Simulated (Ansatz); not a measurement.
# Run report: CH₃ClGeO, geometry relaxation (part 1 of 2)

- system: CH₃ClGeO, SMILES O=[CH][GeH2][Cl]
- method: RKS PBE-D4/def2-SVP (Ansatz 0.2.0)

The geometry: force-field start. Figures and captions count atoms from 1; the log counts them from 0 in places.

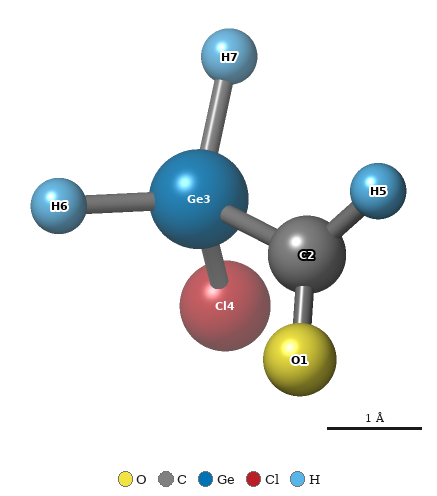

The input geometry (ball-and-stick view, seen at a tilt; atoms are numbered from 1 in the order of the input). Sticks mark near contacts. Bond lengths as drawn: Cl–Ge 2.07 Å, C–Ge 1.93 Å, C–H 1.10 Å, C–O 1.22 Å and Ge–H 1.57 to 1.58 Å.

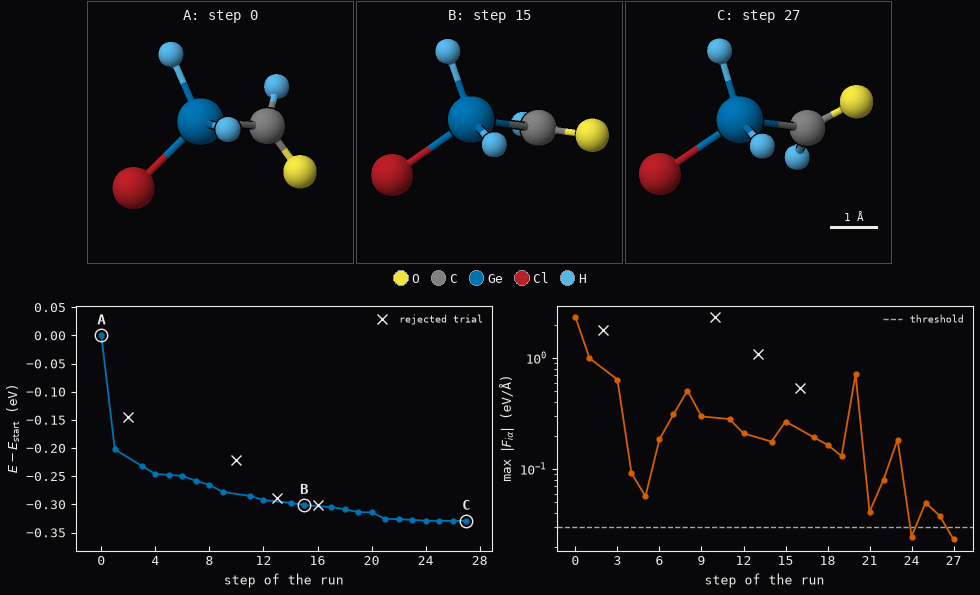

Frames of the relaxation (ball-and-stick view, seen at a tilt) above the curves, on which the letters mark them (the first geometry is step 0 here and step 1 in the log).

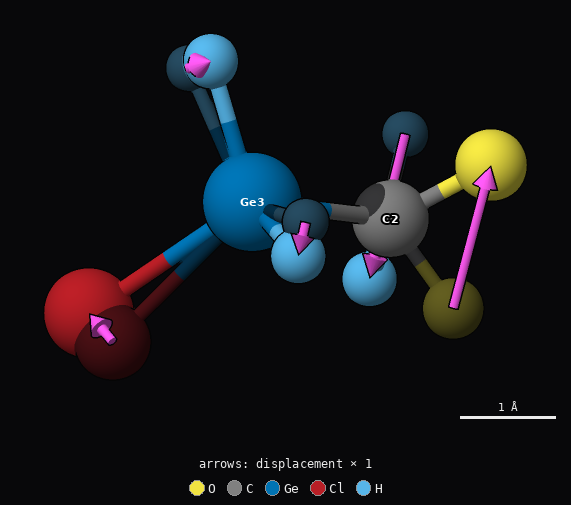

Start (faint) and end (solid) with the displacements as pink arrows, at true length (ball-and-stick view, seen at a tilt). The two geometries are laid on each other by the best rigid fit. H5 moves most after the best rigid fit: 1.60 Å. Largest moves by element: H 1.60 Å, O 1.58 Å, Cl 0.45 Å, Ge 0.08 Å, C 0.08 Å. Among the contacts that change: Ge3–Cl4 2.067 → 2.186 Å, C2–Ge3 1.930 → 2.025 Å, C2–H5 1.098 → 1.134 Å, Ge3–H7 1.583 → 1.550 Å. Among the angles that change: O1–C2–H5 117.4° → 122.5°, H6–Ge3–H7 107.3° → 111.1°, C2–Ge3–Cl4 111.1° → 107.9°. After 27 geometry steps the energy has fallen by 0.329 eV. Largest force component: 2.3 eV/Å at the start, 0.023 eV/Å at the end. The line search rejected the trial steps at points 2, 10, 13, 16 (counted from 0) and went back. (Atoms are counted from 1 in the order of the input.)

These pictures come from the run below.

Input:
```yaml
crystal:
  periodic: [false, false, false]
  atoms:
    - {symbol: O, position_ang: [-0.443300, -1.855800, 0.859100]}
    - {symbol: C, position_ang: [0.260200, -1.153100, 0.153900]}
    - {symbol: Ge, position_ang: [-0.067200, 0.735100, -0.078000]}
    - {symbol: Cl, position_ang: [-1.903700, 1.067100, -0.966200]}
    - {symbol: H, position_ang: [1.106500, -1.633700, -0.355100]}
    - {symbol: H, position_ang: [0.017300, 1.444100, 1.319200]}
    - {symbol: H, position_ang: [1.091500, 1.328300, -0.978600]}
basis:
  gaussian: {orbitals: def2-SVP}
hamiltonian: {xc: pbe, dispersion: d4}
relax: {f_tol: 0.03, max_steps: 200}
```

Launch command:
```bash
ansatz run in.yaml --threads 2 --pin off --events-out ev --progress --plain --max-ram 4352MiB
```

The program's output:
```
Functional definition: PBE
  name "PBE"
  cite "Perdew, Burke & Ernzerhof, Phys. Rev. Lett. 77, 3865 (1996) doi:10.1103/PhysRevLett.77.3865"
  parent pbe
  parameter kappa = 0.804
  parameter beta = 0.06672455060314922
  exchange = pbe_x(kappa = kappa, mu = beta*pi^2/3)
  correlation = pbe_c(beta = beta)
1021 factors; their error is unknown
mean field evaluation 1: about -72139.3393 eV, gradient 4.4e1 eV
mean field evaluation 2: about -72118.0321 eV, gradient 1.1e2 eV
mean field evaluation 4: about -72142.8922 eV, gradient 1.0e1 eV
mean field evaluation 8: about -72143.1033 eV, gradient 2.0e-1 eV
mean field evaluation 16: about -72143.0433 eV, gradient 5.6e-5 eV
mean field -72143.04329659 eV, -2651.2079408387 hartree, gradient 5.6e-5 eV, S^2 0.000000; 0 other end points of the search recorded, 0 dependent functions left out
the calculation of the forces begins
reference -72143.04332545 eV, -2651.2079418990 hartree; 33, 33 occupied and 60, 60 virtual orbitals, 1021 factors
relax step   1: F+E_penalty+E_count = -72143.19321515 eV  Δ(F+E_penalty+E_count) = +0.000e0 eV  max|allowed force component| = 2.335e0 eV/Å  Δτ_max = 0.0000 Å  (26 SCF iters, accepted)
these checks for a lower state are left out or cut short: starts, cluster_reference, orbital_swaps, neighbouring_geometries, increment
1021 factors; their error is unknown
mean field -72143.24794655 eV, -2651.2154615859 hartree, gradient 1.1e-5 eV, S^2 0.000000; 0 other end points of the search recorded, 0 dependent functions left out
[... from here on the field's lines of each further geometry are left out, up to the last ...]
relax step   2: F+E_penalty+E_count = -72143.39543624 eV  Δ(F+E_penalty+E_count) = -2.022e-1 eV  max|allowed force component| = 9.944e-1 eV/Å  Δτ_max = 0.0727 Å  (29 SCF iters, accepted)
relax step   3: F+E_penalty+E_count = -72143.33787094 eV  Δ(F+E_penalty+E_count) = +5.757e-2 eV  max|allowed force component| = 1.771e0 eV/Å  Δτ_max = 0.1233 Å  (33 SCF iters, rejected (line search))
relax step   4: F+E_penalty+E_count = -72143.42495361 eV  Δ(F+E_penalty+E_count) = -2.952e-2 eV  max|allowed force component| = 6.381e-1 eV/Å  Δτ_max = 0.0616 Å  (28 SCF iters, accepted)
relax step   5: F+E_penalty+E_count = -72143.43922825 eV  Δ(F+E_penalty+E_count) = -1.427e-2 eV  max|allowed force component| = 9.206e-2 eV/Å  Δτ_max = 0.1000 Å  (28 SCF iters, accepted)
relax step   6: F+E_penalty+E_count = -72143.44080177 eV  Δ(F+E_penalty+E_count) = -1.574e-3 eV  max|allowed force component| = 5.671e-2 eV/Å  Δτ_max = 0.0335 Å  (28 SCF iters, accepted)
relax step   7: F+E_penalty+E_count = -72143.44270673 eV  Δ(F+E_penalty+E_count) = -1.905e-3 eV  max|allowed force component| = 1.852e-1 eV/Å  Δτ_max = 0.1179 Å  (28 SCF iters, accepted)
relax step   8: F+E_penalty+E_count = -72143.45131587 eV  Δ(F+E_penalty+E_count) = -8.609e-3 eV  max|allowed force component| = 3.103e-1 eV/Å  Δτ_max = 0.2000 Å  (34 SCF iters, accepted)
relax step   9: F+E_penalty+E_count = -72143.45850263 eV  Δ(F+E_penalty+E_count) = -7.187e-3 eV  max|allowed force component| = 5.088e-1 eV/Å  Δτ_max = 0.1210 Å  (28 SCF iters, accepted)
relax step  10: F+E_penalty+E_count = -72143.47121504 eV  Δ(F+E_penalty+E_count) = -1.271e-2 eV  max|allowed force component| = 2.971e-1 eV/Å  Δτ_max = 0.1998 Å  (34 SCF iters, accepted)
relax step  11: F+E_penalty+E_count = -72143.41409419 eV  Δ(F+E_penalty+E_count) = +5.712e-2 eV  max|allowed force component| = 2.340e0 eV/Å  Δτ_max = 0.1977 Å  (33 SCF iters, rejected (line search))
relax step  12: F+E_penalty+E_count = -72143.47811617 eV  Δ(F+E_penalty+E_count) = -6.901e-3 eV  max|allowed force component| = 2.815e-1 eV/Å  Δτ_max = 0.0989 Å  (29 SCF iters, accepted)
relax step  13: F+E_penalty+E_count = -72143.48543977 eV  Δ(F+E_penalty+E_count) = -7.324e-3 eV  max|allowed force component| = 2.094e-1 eV/Å  Δτ_max = 0.0996 Å  (28 SCF iters, accepted)
relax step  14: F+E_penalty+E_count = -72143.48141429 eV  Δ(F+E_penalty+E_count) = +4.025e-3 eV  max|allowed force component| = 1.087e0 eV/Å  Δτ_max = 0.1463 Å  (34 SCF iters, rejected (line search))
relax step  15: F+E_penalty+E_count = -72143.49054641 eV  Δ(F+E_penalty+E_count) = -5.107e-3 eV  max|allowed force component| = 1.764e-1 eV/Å  Δτ_max = 0.0731 Å  (28 SCF iters, accepted)
relax step  16: F+E_penalty+E_count = -72143.49425285 eV  Δ(F+E_penalty+E_count) = -3.706e-3 eV  max|allowed force component| = 2.676e-1 eV/Å  Δτ_max = 0.0728 Å  (28 SCF iters, accepted)
relax step  17: F+E_penalty+E_count = -72143.49380442 eV  Δ(F+E_penalty+E_count) = +4.484e-4 eV  max|allowed force component| = 5.325e-1 eV/Å  Δτ_max = 0.1109 Å  (27 SCF iters, rejected (line search))
relax step  18: F+E_penalty+E_count = -72143.49811084 eV  Δ(F+E_penalty+E_count) = -3.858e-3 eV  max|allowed force component| = 1.933e-1 eV/Å  Δτ_max = 0.0555 Å  (28 SCF iters, accepted)
relax step  19: F+E_penalty+E_count = -72143.50173095 eV  Δ(F+E_penalty+E_count) = -3.620e-3 eV  max|allowed force component| = 1.650e-1 eV/Å  Δτ_max = 0.0550 Å  (28 SCF iters, accepted)
relax step  20: F+E_penalty+E_count = -72143.50695388 eV  Δ(F+E_penalty+E_count) = -5.223e-3 eV  max|allowed force component| = 1.308e-1 eV/Å  Δτ_max = 0.0843 Å  (28 SCF iters, accepted)
relax step  21: F+E_penalty+E_count = -72143.50742852 eV  Δ(F+E_penalty+E_count) = -4.746e-4 eV  max|allowed force component| = 7.139e-1 eV/Å  Δτ_max = 0.1253 Å  (34 SCF iters, accepted)
relax step  22: F+E_penalty+E_count = -72143.51869162 eV  Δ(F+E_penalty+E_count) = -1.126e-2 eV  max|allowed force component| = 4.124e-2 eV/Å  Δτ_max = 0.1326 Å  (34 SCF iters, accepted)
relax step  23: F+E_penalty+E_count = -72143.51936404 eV  Δ(F+E_penalty+E_count) = -6.724e-4 eV  max|allowed force component| = 8.031e-2 eV/Å  Δτ_max = 0.0538 Å  (28 SCF iters, accepted)
relax step  24: F+E_penalty+E_count = -72143.52071849 eV  Δ(F+E_penalty+E_count) = -1.354e-3 eV  max|allowed force component| = 1.837e-1 eV/Å  Δτ_max = 0.0505 Å  (28 SCF iters, accepted)
relax step  25: F+E_penalty+E_count = -72143.52218531 eV  Δ(F+E_penalty+E_count) = -1.467e-3 eV  max|allowed force component| = 2.464e-2 eV/Å  Δτ_max = 0.0486 Å  (28 SCF iters, accepted)
relax step  26: F+E_penalty+E_count = -72143.52243185 eV  Δ(F+E_penalty+E_count) = -2.465e-4 eV  max|allowed force component| = 4.967e-2 eV/Å  Δτ_max = 0.0428 Å  (28 SCF iters, accepted)
relax step  27: F+E_penalty+E_count = -72143.52247206 eV  Δ(F+E_penalty+E_count) = -4.022e-5 eV  max|allowed force component| = 3.798e-2 eV/Å  Δτ_max = 0.0120 Å  (29 SCF iters, accepted)
the calculation of the forces begins
reference -72143.37851030 eV, -2651.2202597152 hartree; 33, 33 occupied and 60, 60 virtual orbitals, 1021 factors
relax step  28: F+E_penalty+E_count = -72143.52253085 eV  Δ(F+E_penalty+E_count) = -5.879e-5 eV  max|allowed force component| = 2.318e-2 eV/Å  Δτ_max = 0.0034 Å  (23 SCF iters, accepted)
1021 factors; their error is unknown
mean field evaluation 224: about -72143.3785 eV, gradient 6.0e-2 eV
mean field -72143.37848149 eV, -2651.2202586564 hartree, gradient 1.3e-5 eV, S^2 0.000000; 1 other end points of the search recorded, 0 dependent functions left out
the calculation of the forces begins
reference -72143.37851030 eV, -2651.2202597152 hartree; 33, 33 occupied and 60, 60 virtual orbitals, 1021 factors
Total energy: -72143.52255966 eV, -2651.2255534317 hartree
Atom 0 at     1.005557    -1.647594     1.013421 Å, force     0.001216    -0.008145     0.000330 eV/Å
Atom 1 at     0.240609    -1.222957     0.177006 Å, force     0.004794     0.023184     0.007644 eV/Å
Atom 2 at    -0.038066     0.773652    -0.009634 Å, force     0.000814    -0.011240    -0.000898 eV/Å
Atom 3 at    -1.488265     1.101725    -1.611850 Å, force    -0.002682     0.002270    -0.002668 eV/Å
Atom 4 at    -0.338707    -1.904243    -0.521058 Å, force    -0.004458    -0.008573    -0.005162 eV/Å
Atom 5 at    -0.611940     1.362682     1.304528 Å, force     0.000146     0.000962     0.000029 eV/Å
Atom 6 at     1.292111     1.468735    -0.398113 Å, force     0.000169     0.001542     0.000724 eV/Å
Dipole moment:     0.022678     0.035461     0.025642 e Å
```

Trajectory as extended XYZ (Å, eV, eV/Å), 28 frames, from step=1 to step=28:
```
7
Properties=species:S:1:pos:R:3:forces:R:3 step=1 energy=-72143.19322
O    -0.4433   -1.8558    0.8591   -0.1371   0.2153   0.0706
C     0.2602   -1.1531    0.1539   -0.8083  -1.4390   0.7772
Ge   -0.0672    0.7351   -0.0780    2.3347   1.3528   0.7572
Cl   -1.9037    1.0671   -0.9662   -1.8500   0.3043  -0.8493
H     1.1065   -1.6337   -0.3551    1.0088  -0.1946  -0.6601
H     0.0173    1.4441    1.3192   -0.1837  -0.1373  -0.2020
H     1.0915    1.3283   -0.9786   -0.3643  -0.1016   0.1065
7
Properties=species:S:1:pos:R:3:forces:R:3 step=2 energy=-72143.39544
O    -0.4567   -1.8646    0.8780    0.0640   0.3831  -0.4319
C     0.2442   -1.1980    0.1353   -0.1007  -0.8693   0.9944
Ge    0.0004    0.7610   -0.0706    0.0121   0.5858  -0.1142
Cl   -1.9493    1.1039   -0.9714   -0.0773   0.0164  -0.0396
H     1.1515   -1.6736   -0.3306    0.1789  -0.0307  -0.3931
H    -0.0120    1.4362    1.3332    0.0142  -0.0621  -0.1113
H     1.0833    1.3671   -1.0195   -0.0913  -0.0232   0.0957
7
Properties=species:S:1:pos:R:3:forces:R:3 step=3 energy=-72143.33787 accepted=F
O    -0.5096   -1.8913    0.8284    1.1861   1.1800  -0.3941
C     0.3169   -1.1959    0.2348   -1.2814  -1.7711  -0.3810
Ge    0.0331    0.7855   -0.0488   -0.2639   0.2137   0.1159
Cl   -1.9512    1.0776   -0.9701    0.3670  -0.1524   0.1527
H     1.1277   -1.7347   -0.3911   -0.0660   0.4940   0.4991
H    -0.0264    1.4924    1.3300    0.0397   0.0545  -0.0376
H     1.0708    1.3985   -1.0289    0.0186  -0.0188   0.0450
7
Properties=species:S:1:pos:R:3:forces:R:3 step=4 energy=-72143.42495
O    -0.4532   -1.8649    0.8932    0.1937   0.3316  -0.3622
C     0.2562   -1.2085    0.1526   -0.1660  -0.6206   0.6381
Ge    0.0077    0.7719   -0.0584    0.0152   0.2929  -0.0672
Cl   -1.9401    1.0868   -0.9825   -0.0280  -0.0017  -0.0226
H     1.1277   -1.6988   -0.3816    0.0157   0.0430  -0.1718
H    -0.0256    1.4662    1.3312    0.0068  -0.0510  -0.0476
H     1.0885    1.3795   -1.0002   -0.0375   0.0058   0.0334
7
Properties=species:S:1:pos:R:3:forces:R:3 step=5 energy=-72143.43923
O    -0.4193   -1.8562    0.9508    0.0778   0.0762  -0.0784
C     0.2607   -1.2225    0.1756    0.0305  -0.0695  -0.0047
Ge    0.0176    0.7838   -0.0539    0.0187  -0.0363   0.0213
Cl   -1.9166    1.0686   -1.0194   -0.0239   0.0004  -0.0189
H     1.0676   -1.7192   -0.4589   -0.0921   0.0070   0.0523
H    -0.0477    1.4634    1.3351   -0.0147   0.0271   0.0294
H     1.0990    1.4142   -0.9750    0.0037  -0.0048  -0.0009
7
Properties=species:S:1:pos:R:3:forces:R:3 step=6 energy=-72143.44080
O    -0.3947   -1.8533    0.9721    0.0347   0.0121  -0.0242
C     0.2639   -1.2268    0.1745    0.0098   0.0265  -0.0099
Ge    0.0173    0.7817   -0.0505    0.0212  -0.0098   0.0312
Cl   -1.9095    1.0750   -1.0302   -0.0216  -0.0169  -0.0251
H     1.0462   -1.7287   -0.4828   -0.0567  -0.0023   0.0233
H    -0.0658    1.4705    1.3351    0.0002  -0.0100   0.0109
H     1.1039    1.4136   -0.9638    0.0125   0.0004  -0.0061
```
